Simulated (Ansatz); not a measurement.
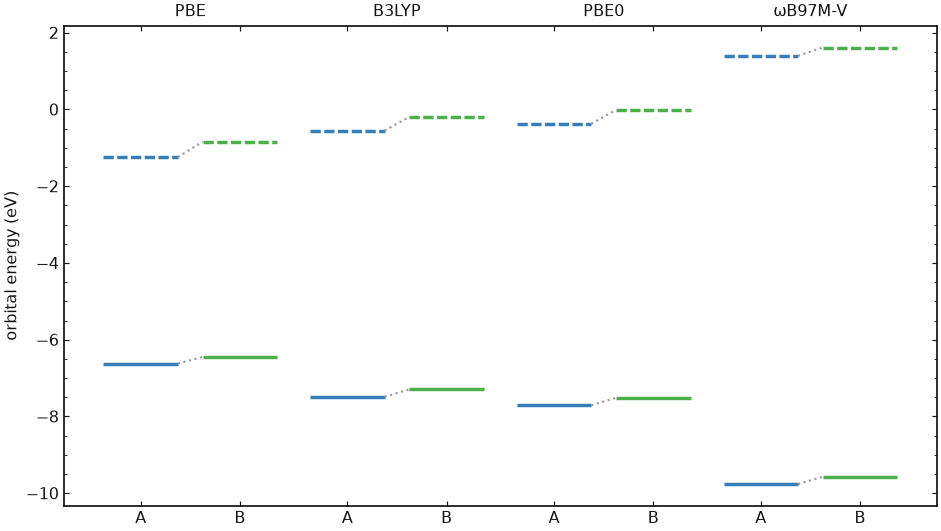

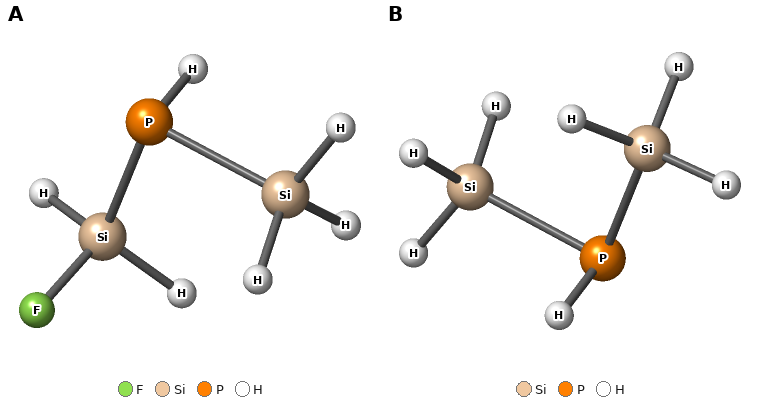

One change: A, Si₂PH₆F (SMILES F[SiH2]P[SiH3]), becomes B, Si₂PH₇ (SMILES [SiH3]P[SiH3]). F on Si is replaced by H. HOMO (solid) and LUMO (dashed) computed in def2-TZVPP at PBE0-D4/def2-TZVP geometries, both minima by their frequencies, gas phase, the Ansatz code 0.2.0. Empty levels above zero depend strongly on the basis.

What does the change do to HOMO and LUMO?

Answer. PBE: the HOMO rises by 0.18 eV, the LUMO rises by 0.40 eV, and the separation goes from 5.38 to 5.61 eV. B3LYP: the HOMO rises by 0.19 eV, the LUMO rises by 0.36 eV, and the separation goes from 6.93 to 7.10 eV. PBE0: the HOMO rises by 0.20 eV, the LUMO rises by 0.37 eV, and the separation goes from 7.33 to 7.51 eV. ωB97M-V: the HOMO rises by 0.19 eV, the LUMO rises by 0.22 eV, and the separation goes from 11.16 to 11.19 eV.

Do the functionals agree on the effect?

Answer. They agree on the direction for both levels; the HOMO shift lies between 0.18 and 0.20 eV and the LUMO shift between 0.22 and 0.40 eV, while the separations themselves differ by up to 5.8 eV between functionals.

Caveats: one conformer of each flexible molecule.
